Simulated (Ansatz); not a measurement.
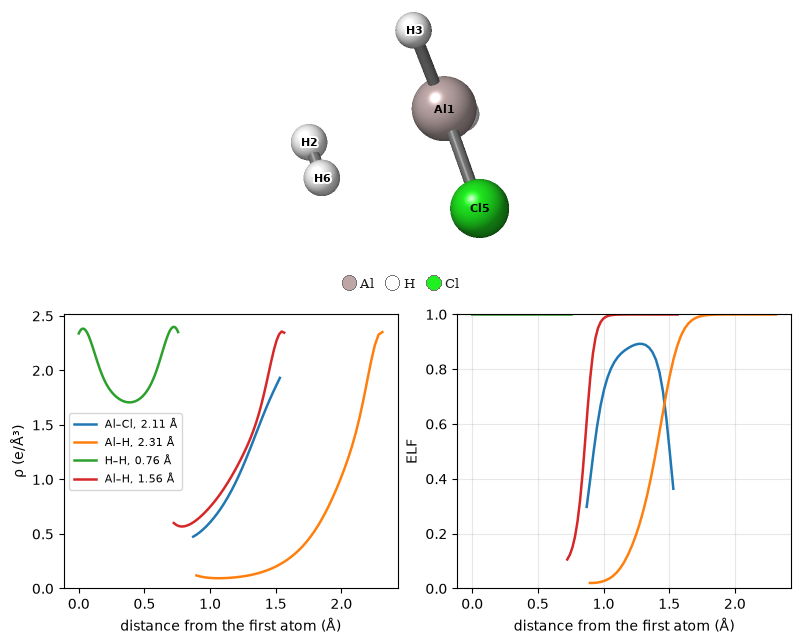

Figure 1: AlClH2···H2. Electron density and electron localisation function along straight lines between neighbouring atoms. The curves leave out the atomic cores. The structure is drawn too.

Theory: RKS BHLYP-D4/def2-SVP in Ansatz 0.2.0.

Input file:

```
crystal:
  periodic: [false, false, false]
  atoms:
    - { symbol: Al, position_ang: [0.024342, -0.534232, -0.384227] }
    - { symbol: H, position_ang: [0.006967, 0.09098, 2.299744] }
    - { symbol: H, position_ang: [1.39776, 0.143872, -0.673362] }
    - { symbol: H, position_ang: [-1.381422, 0.080152, -0.659403] }
    - { symbol: Cl, position_ang: [0.075251, -2.568607, 0.429662] }
    - { symbol: H, position_ang: [0.026201, -0.592965, 2.085587] }
basis:
  gaussian: { orbitals: def2-SVP }
hamiltonian:
  xc: { name: BHLYP }
  dispersion: d4
relax:
  f_tol: 0.03
  max_steps: 50
output:
  orbitals: {}
```

Launched as:

```sh
ansatz run input.yaml --threads 1 --pin off --max-ram 2048MiB --backend cpu --events-out ev --progress --plain --runs-dir out
```

The fields are those of the relaxed geometry.

Compare the contacts.

Answer. Al–Cl (2.11 Å): the density is about 0.69 e/Å³ at the midpoint; the ELF peaks at about 0.90 in the valence shell of Cl, 0.8 Å from its nucleus, and is about 0.80 at the midpoint.
Al1···H6 (2.31 Å): the density falls to about 0.09 e/Å³ on the way; the ELF climbs to about 1 towards the hydrogen.
H–H (0.76 Å): ρ is about 1.7 e/Å³ halfway; the ELF peaks at about 1 between the atoms.
Al–H (1.56 Å): ρ at the midpoint is about 0.57 e/Å³; the ELF climbs to about 1 towards the hydrogen.
